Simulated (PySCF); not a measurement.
## Electronic structure of C₂HClF₄ in real space

```xyz
8

F     0.3756    1.7120    0.0865
C     0.1692    0.4720    0.5750
Cl    1.6265   -0.1388    1.3385
C    -0.2600   -0.4384   -0.5813
F     0.6700   -0.5236   -1.5203
F    -0.5307   -1.6597   -0.1292
F    -1.3695    0.0581   -1.1300
H    -0.6252    0.5004    1.3223
```

Geometry: PBE0-D3(BJ)/def2-TZVP.

These are results of PBE0/pcSseg-2, SCF density, gas phase, non-relativistic (PySCF), not measurements.

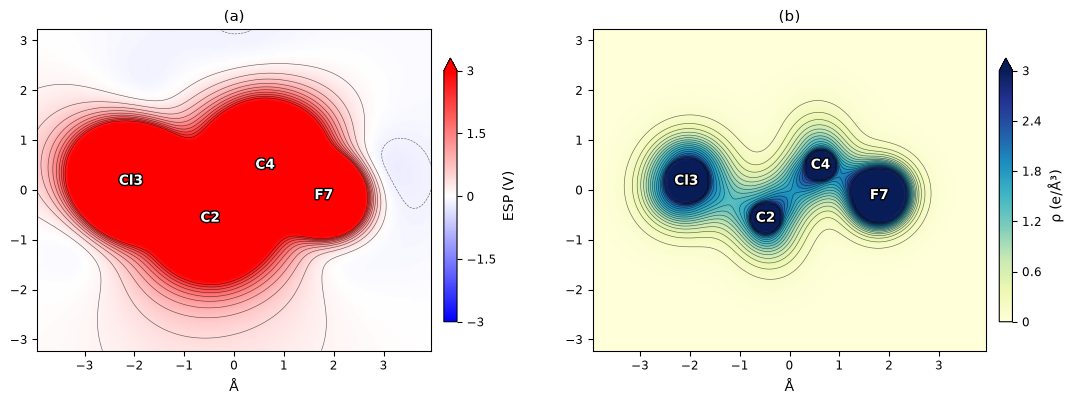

Figure 1. (a) electrostatic potential; (b) electron density on the plane of atoms C2, C4 and F7.

Question: What does the map show?

Answer:
- The plane passes through C, Cl and F nuclei.
- C–F (1.33 Å): ρ at the midpoint is about 2.4 e/Å³.
- C–C (1.53 Å): the density is about 1.8 e/Å³ at the midpoint.
- C–Cl (1.75 Å): the density is about 1.4 e/Å³ at the midpoint.
- The potential has no marked negative region in this plane.

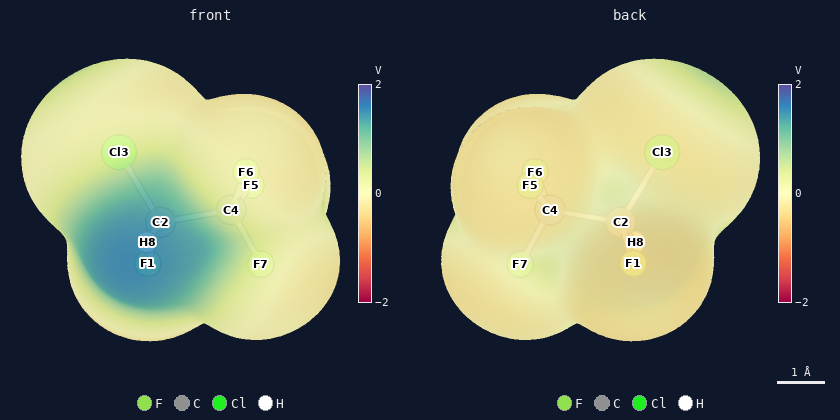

Figure 2. The molecular electrostatic potential painted on the density surface at 0.001 e/bohr³, seen from the front and from behind; red is negative and blue positive.

Question: Describe the electrostatic potential map.

Answer: The most negative region (about −0.4 V) lies over F1, the most positive (about +1.6 V) over H8. Cl3 shows a σ-hole: about +0.6 V at the tip opposite its bond, against about −0.1 V on its flanks.
